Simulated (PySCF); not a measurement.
# H9LaN3 (La(NH3)33+): the cost of one run

Program: PySCF 2.14.0. Level of theory: B3LYP, La def2-SVP with ECP46, N def2-SVP, H def2-SVP; scalar-relativistic core potentials, no spin–orbit coupling. These are calculated values, not measurements.

3 further runs of the same task are left out: 2 for a known fault of the program, 1 that didn't finish.

### 1 The starting structure

13 atoms, charge 3, spin multiplicity 1.

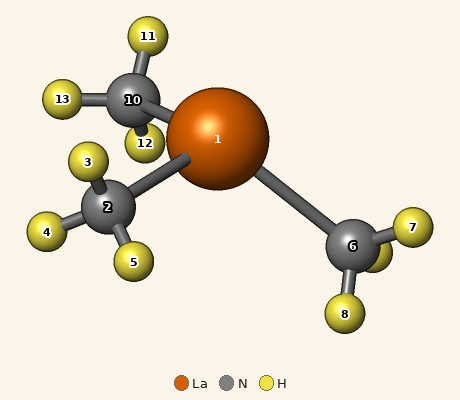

The geometry (lanthanum orange, nitrogen grey, hydrogen yellow); atoms are numbered from 1 in the order of the file.

Geometry (Å):

```
La    0.00000    0.00000    0.79021
N     2.45550   -0.00040    0.00252
H     3.13942   -0.25851    0.73923
H     2.69073   -0.65144   -0.76982
H     2.81754    0.90872   -0.34017
N    -1.22741    2.12672    0.00252
H    -1.34583    2.84807    0.73923
H    -0.78120    2.65596   -0.76982
H    -2.19574    1.98570   -0.34017
N    -1.22809   -2.12633    0.00252
H    -1.79359   -2.58956    0.73923
H    -1.90952   -2.00452   -0.76982
H    -0.62179   -2.89442   -0.34017
```

Formal oxidation states: La +3. An earlier session relaxed this geometry at B3LYP, La def2-SVP with ECP46, N def2-SVP, H def2-SVP (singlet, point group C3).

Its energy there is -200.155750 Eh.

### 2 Multiplicity 3 at the relaxed geometry

Contents of run.py (the lines that set the calculation):

```python
mol = gto.M(atom='''
La     0.00000     0.00000     0.79021
N      2.45550    -0.00040     0.00252
H      3.13942    -0.25851     0.73923
H      2.69073    -0.65144    -0.76982
H      2.81754     0.90872    -0.34017
N     -1.22741     2.12672     0.00252
H     -1.34583     2.84807     0.73923
H     -0.78120     2.65596    -0.76982
H     -2.19574     1.98570    -0.34017
N     -1.22809    -2.12633     0.00252
H     -1.79359    -2.58956     0.73923
H     -1.90952    -2.00452    -0.76982
H     -0.62179    -2.89442    -0.34017''',
    basis={'La': 'def2-SVP', 'N': 'def2-SVP', 'H': 'def2-SVP'},
    ecp={'La': 'def2-SVP'},
    charge=3, spin=2)
mf = dft.UKS(mol, xc='B3LYP')
mf.grids.atom_grid = (50, 194)  # f atoms: unpruned, at least (60, 302)
mf = mf.density_fit()  # fitting sets: La def2-universal-JKFIT, N def2-universal-JKFIT, H def2-universal-JKFIT
mf.conv_tol = 1e-08; mf.max_cycle = 55
mf.kernel(dm0)  # dm0: free metal ions and neutral atoms
```

The run is started by

```console
$ OMP_NUM_THREADS=2 python run.py
```

**Question.** How long does this run take on 2 threads of Arm Neoverse V1, shared host?

About 20 s.
